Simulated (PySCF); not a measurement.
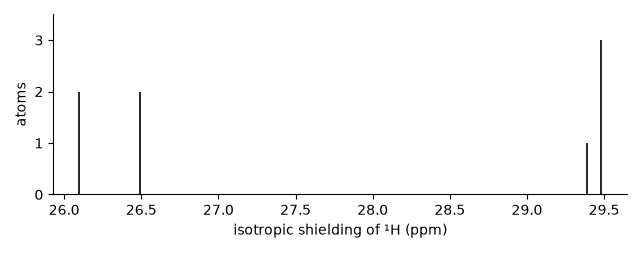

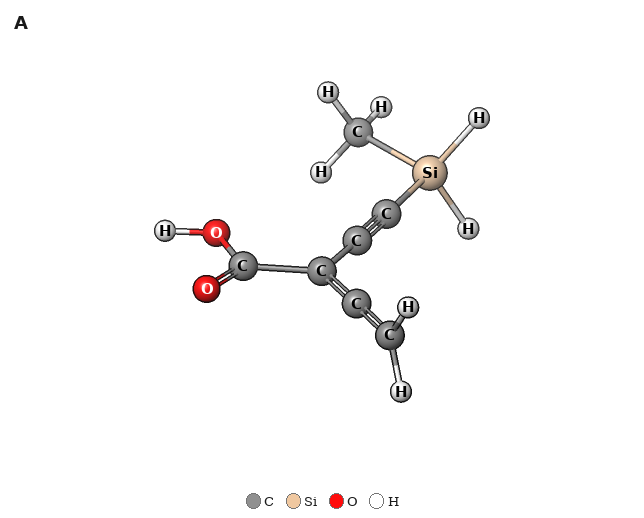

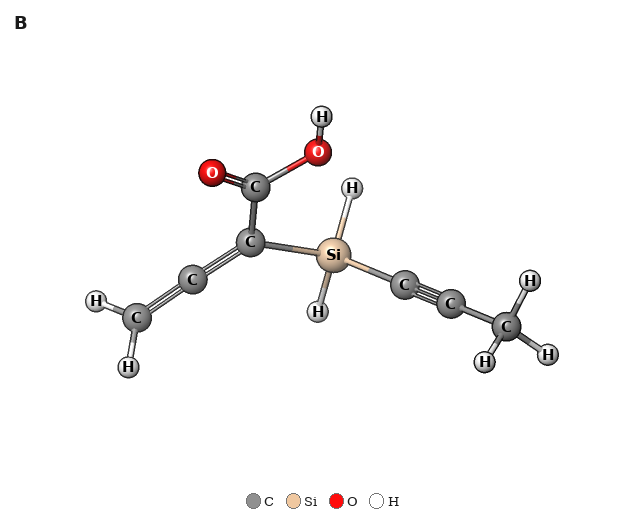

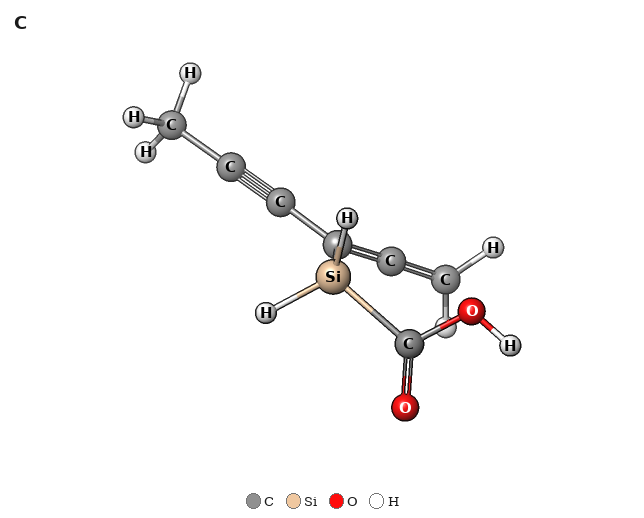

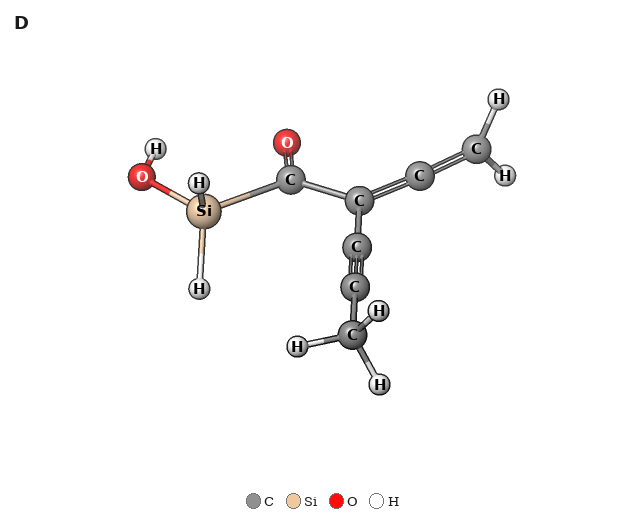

The sticks are computed shieldings of one of the molecules, for one fixed geometry (GFN2-xTB) without averaging over rotations. Low shielding means a high chemical shift. Method: GIAO PBE0/pcSseg-1 NMR shielding, non-relativistic, gas phase (PySCF 2.14.0).

> Match the spectrum to a structure.

D, `C=C=C(C#CC)C(=O)[SiH2]O`. Its 8 H atoms give lines at 26.10 (2 atoms), 26.49 (2 atoms), 29.39, 29.48 (3 atoms) ppm.

The geometry is semi-empirical. Around Si such bond lengths and angles can be off by a tenth of an ångström or more and by several degrees, and values that hang on the shape move with them.
